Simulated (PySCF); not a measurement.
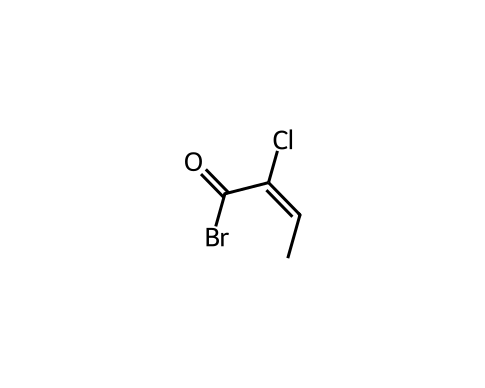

2D structure.

**Transcribe the drawing into SMILES.**

C/C=C(/Cl)C(=O)Br

**Give the formula, hydrogens included.**

C4H4BrClO.

The parts below concern this one geometry. Atoms keep their numbers from picture to picture. Computed geometry: GFN2-xTB optimisation. No frequency run is at hand to confirm it as a minimum.

**Shape**

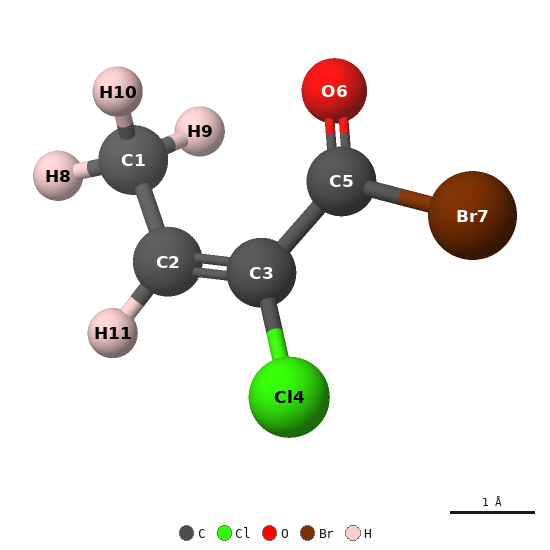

Atoms carry their numbers in the input. No frequency run is at hand to confirm it as a minimum.

**Describe the coordination of atom 2.**

C2 has 3 neighbours (C1 at 1.48, C3 at 1.35, H11 at 1.08 Å); the arrangement is trigonal planar.

**How are the neighbours of atom 5 arranged?**

C5 has 3 neighbours (C3 at 1.46, O6 at 1.19, Br7 at 1.96 Å); the arrangement is trigonal planar.

**What is the geometry at C1?**

C1 has 4 neighbours (C2 at 1.48, H8 at 1.09, H9 at 1.09, H10 at 1.09 Å); the arrangement is tetrahedral.

**What is the geometry at C3?**

C3 has 3 neighbours (C2 at 1.35, Cl4 at 1.73, C5 at 1.46 Å); the arrangement is trigonal planar.

**What is the dihedral angle Cl4–C3–C5–O6?**

180° in size, that is anti.

**Dipole moment**

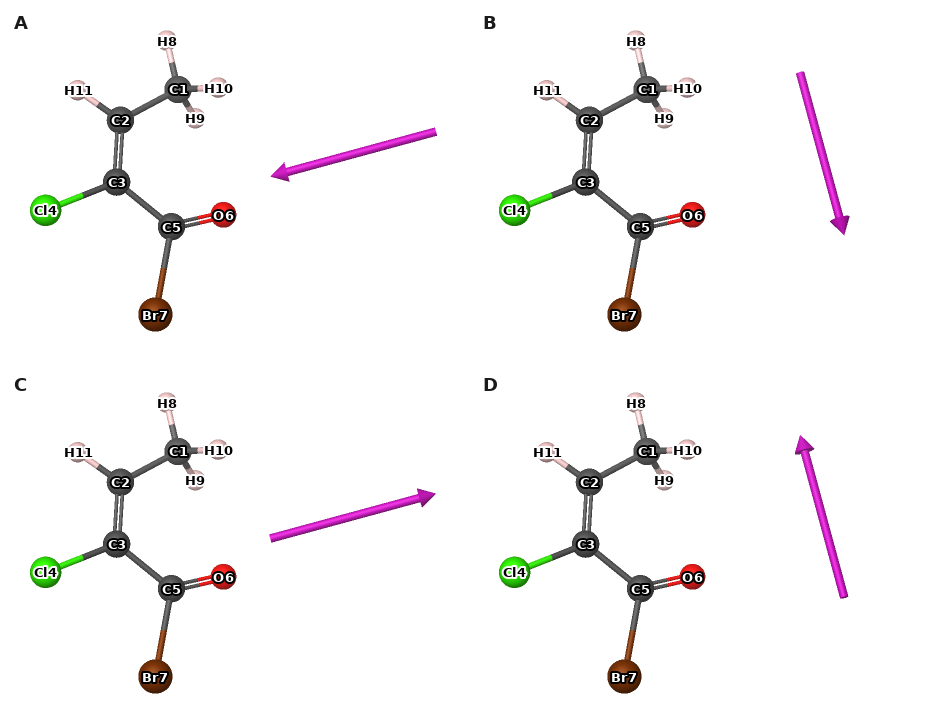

The same molecule four times, each with an arrow. No frequency run is at hand to confirm it as a minimum. Properties computed with ωB97X-D/def2-SVPD, gas phase (PySCF 2.14.0).

**Which arrow points along the dipole moment, from the negative to the positive end?**

D. The dipole moment is 3.34 D; it points from the side of Br7 to the side of H8 (the outermost atoms at the two ends).

**Excitation**

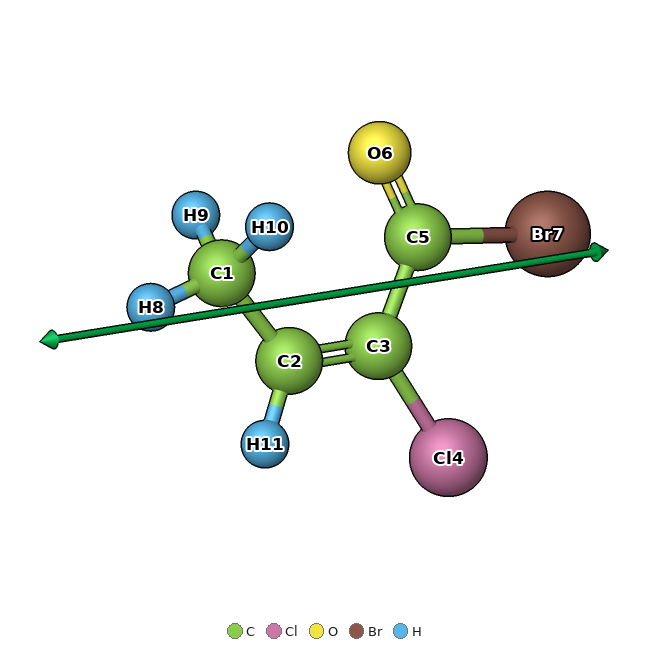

The double arrow shows the direction of the transition dipole to excited singlet state 4 (its length means nothing). No frequency run is at hand to confirm it as a minimum. Level of theory: TDDFT ωB97X-D/def2-SVPD, vertical, gas phase, core orbitals frozen in the response (PySCF 2.14.0).

**How is the transition polarised?**

Nearly parallel to the C2–C3 bond.

**Give its energy, strength and character.**

5.44 eV (228 nm), oscillator strength 0.030, mainly HOMO−2 → LUMO (weight 0.88); transition dipole 1.20 D.

**Polarisability**

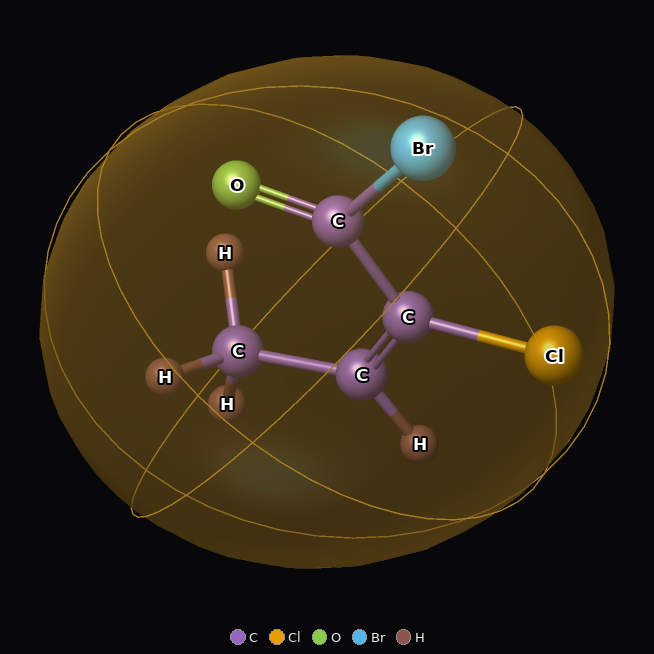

The ellipsoid shows the static dipole polarisability: its half-axes are proportional to the principal values. No frequency run is at hand to confirm it as a minimum. Method: ωB97X-D/def2-SVPD (PySCF 2.14.0).

**How large and how anisotropic is the polarisability?**

Principal values 58.5, 86.0, 122.6 bohr³; mean 89.0 bohr³ (13.19 Å³); anisotropy 55.7 bohr³, so the longest axis is 2.09 times the shortest.

The geometry is semi-empirical. Around Br such bond lengths and angles can be off by a tenth of an ångström or more and by several degrees, and values that hang on the shape move with them.
